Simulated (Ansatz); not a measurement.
Input

```
crystal:
  periodic: [false, false, false]
  atoms:
    - {symbol: Sn, position_ang: [-1.861944, 0.428797, 0.000413]}
    - {symbol: Sn, position_ang: [-0.675748, -2.157726, 0.601170]}
    - {symbol: Sn, position_ang: [1.261114, 0.202201, 0.527027]}
    - {symbol: H, position_ang: [-0.191348, 1.499512, 0.128843]}
    - {symbol: H, position_ang: [1.467938, 0.027216, -1.257453]}
basis:
  gaussian: {orbitals: def2-TZVP, initial_orbitals: start.molden}
magnetization: {spin_polarized: true, initial_magnetization: 2}
hamiltonian: {xc: pbe0, dispersion: d4}
scf: {omitted_lower_state_checks: [starts]}
output: {orbitals: {seedname: orbitals}}
```

Launched as:

```sh
ansatz run in.yaml --threads 4 --pin off --events-out ev --progress --plain --max-ram 8704MiB
```

Geometry: PBE-D4/def2-SVP; core potentials replace the inner electrons of Sn.

Method: UKS PBE0-D4/def2-TZVP in Ansatz.

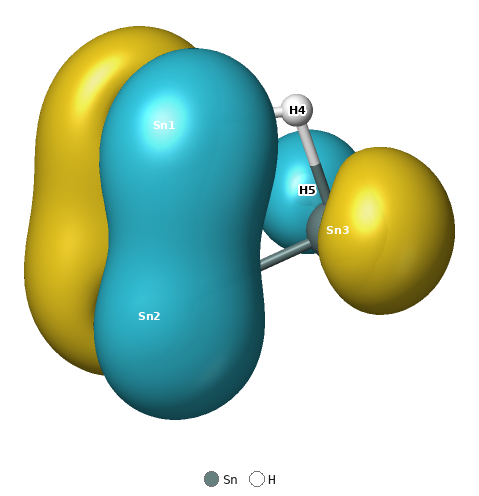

H$_{2}$Sn$_{3}$ (triplet). One frontier orbital at ±0.08 Å⁻³ᐟ² (yellow and cyan are the two phases), seen at a tilt.

Which orbital is it: HOMO (α) or LUMO (α)?

The HOMO (α), at −5.34 eV. Its weight (Hirshfeld) is mainly on Sn1 (about 40 %), Sn2 (about 40 %), Sn3 (about 15 %) and H5 (about 5 %); π-bonding across Sn1–Sn2.
